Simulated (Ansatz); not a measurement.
A series of calculations on CH$_{3}$FS

Part 1: Relaxation

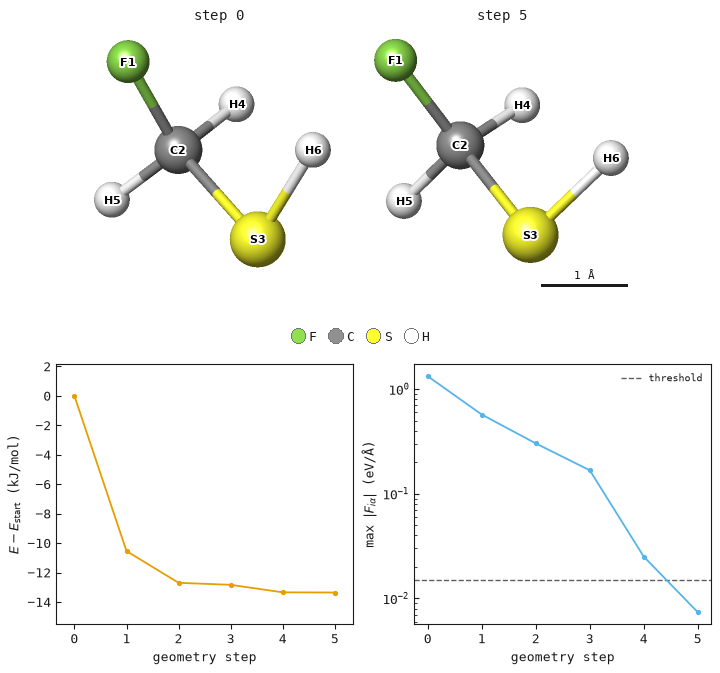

First and last geometry of a relaxation of CH3FS, with the history of the run. Style: ball-and-stick. Shown from a free direction.

The run prepares an end point of a later path (torsion) calculation, from a guessed geometry.

All numbers below come from Ansatz 0.2.0, RKS PBE0-D4/def2-mTZVP. (no spin polarisation; force threshold 0.015 eV/Å; at most 40 steps)

### Read the history and describe the run.

It converged. H6 moves most after the best rigid fit: 0.25 Å. By element the largest moves are H 0.25 Å, F 0.19 Å, S 0.17 Å, C 0.06 Å. Among the contacts that change: C2–H4 1.133 → 1.090 Å, S3–H6 1.377 → 1.352 Å, F1–C2 1.358 → 1.378 Å, C2–H5 1.098 → 1.091 Å. Among the angles between lasting bonds that change: F1–C2–H4 102.1° → 108.0°, S3–C2–H5 110.5° → 106.3°, H4–C2–H5 112.2° → 110.1°. Groups turn about C2–S3 by about 25°. The energy falls by 13.4 kJ/mol in 5 geometry steps. Largest force component: 1.3 eV/Å at the start, 0.0074 eV/Å at the end. Cost: 8 s on 1 thread of Intel(R) Xeon(R) 6975P-C (Granite Rapids) (shared host), peak memory 0.15 GiB.

Part 2: Relaxation

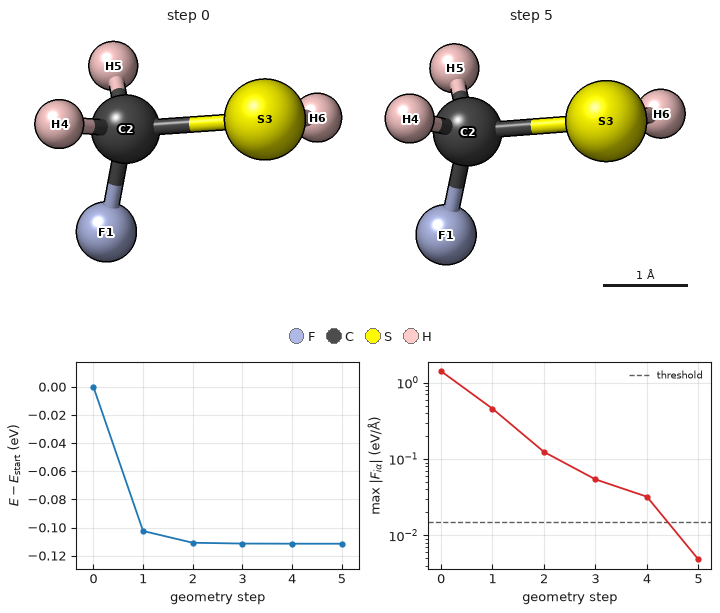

First and last geometry of a relaxation of CH$_{3}$FS, with the history of the run. A ball-and-stick model, seen from a free direction.

The run prepares an end point of a later path (torsion) calculation, from a guessed geometry.

Theory: RKS PBE0-D4/def2-mTZVP (Ansatz 0.2.0). Set-up: no spin polarisation; force threshold 0.015 eV/Å; at most 40 steps.

**What do the curves and the structures tell?**

It converged. Over 5 geometry steps the energy falls by 0.111 eV. Largest force component: 1.4 eV/Å at the start, 0.0049 eV/Å at the end. The atom that moves furthest after the best rigid fit is H4 (0.11 Å). Largest moves by element: H 0.11 Å, F 0.07 Å, C 0.03 Å, S 0.03 Å. Near-neighbour distances that change, for instance: C2–H4 1.133 → 1.091 Å, S3–H6 1.377 → 1.352 Å, F1–C2 1.358 → 1.378 Å, C2–H5 1.098 → 1.090 Å. Bond angles that change, for instance: F1–C2–H4 102.1° → 108.6°, S3–C2–H4 111.7° → 106.3°, H4–C2–H5 112.2° → 110.0°. Cost: 8.9 s on 1 thread of Intel(R) Xeon(R) 6975P-C (Granite Rapids) (shared host), peak memory 0.15 GiB.

Part 3: Path

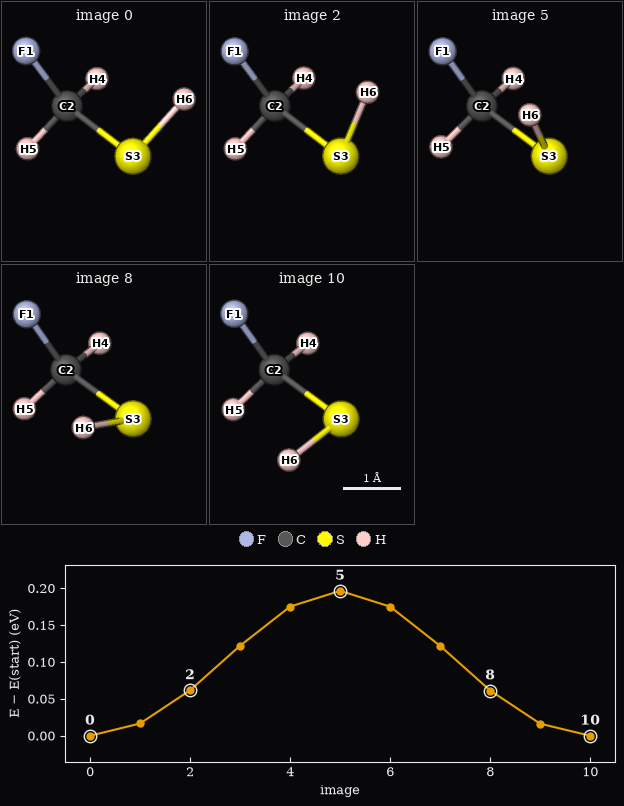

NEB run on CH$_{3}$FS. Images are numbered from 0 (start) to 10 (end). A ball-and-stick model, seen at a tilt.

Computed with RKS PBE0-D4/def2-mTZVP (Ansatz). Settings: 9 movable images; climbing image; force threshold 0.03 eV/Å; iteration limit 60; starting path by image-dependent pair potential.

Read off the barrier and say what moves.

The two ends have the same energy, and the highest point, image 5, lies 0.197 eV above the start. The motion is a rotation about the C2–S3 bond by about 145°. No bond forms or breaks between the ends. Among the angles between lasting bonds that change up to the highest image: S3–C2–H5 106.3° → 109.3°, C2–S3–H6 96.3° → 93.6°. The band converged in 5 iterations, with a climbing image at the top. At the top, the vibrational analysis gives one imaginary mode (334i cm⁻¹), as a transition state must have.
